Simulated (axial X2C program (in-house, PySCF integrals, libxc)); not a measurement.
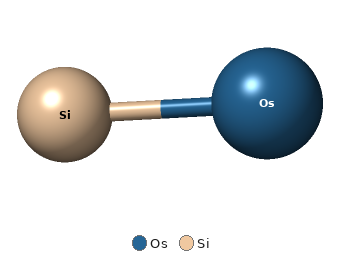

Fig. 1: The molecule at the reference distance of 2.181 Å.

Run report: OsSi⁺, relativistic diatomic calculation

System: OsSi⁺, single determinant with Ω = 9/2 (not the lowest found).
Method: PBE0, two-component X2C with atomic mean-field Coulomb and Gaunt terms, Os dyall-cv3z, Si dyall-v3z (cores contracted) (axial X2C program (in-house, PySCF integrals, libxc)).

## Input file
```
{"zs": [76, 14], "q": 1, "bas": ["dyall-cv3z", "dyall-v3z"], "levels": ["PBE0", "HF", "LDA"], "cc": true, "r0": 2.45, "thr": -2.0, "nmax": 90, "npts": 10, "nst": 2, "ntry": 6}
```

The line is the task of a batch: nuclear charges, charge, bases, the levels to run, a first guess of the distance and further settings. This report covers PBE0 with spin-orbit coupling. The log is that of the reference distance 2.181 Å, started from orbitals converged before.

Launched within a batch (the task file carries these settings):
```bash
python <driver script> task.json out
```

## Output
```
two-component X2C + atomic mean field  PBE0
basis functions 224  fitting functions 1180  grid points 5078
iter        total energy     max residual
   1     -17545.074133217     5.61e-05
   2     -17545.074133227     1.28e-05
   3     -17545.074133233     3.13e-05
   4     -17545.074133234     1.38e-05
converged
one-electron -24546.46428995  Coulomb 7123.86301409  exact exchange -89.85273887  xc functional -275.34318343  nuclear repulsion 258.15889611  atomic mean-field constant -15.43583119
```

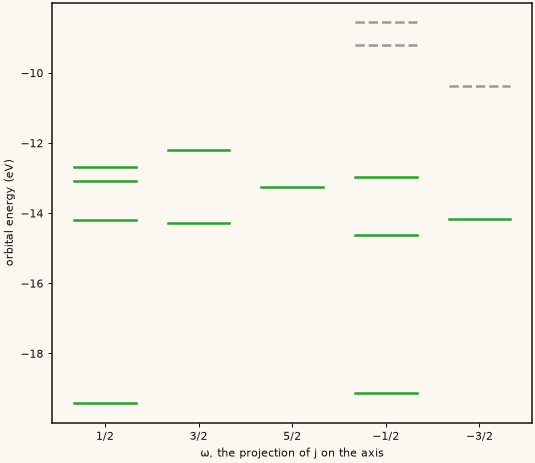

Fig. 2: Orbital energies near the frontier at 2.18 Å, filled (solid) and empty (dashed). The highest filled spinor (3/2; 96 % Os d, 2 % Si p) lies at −12.21 eV, the lowest empty one (−3/2; 59 % Os d, 34 % Si p) at −10.37 eV.

## Outcome

| quantity | value |
| --- | --- |
| outcome | not converged in a step after the SCF shown |
| hardware | 1 thread of Arm Neoverse V1, 24 GiB of memory available, shared host |
| wall time | 20 s |
| peak memory | 0.75 GiB |

## Diagnosis

The SCF whose log is shown converged, but a later step did not. The run therefore gave no full result.
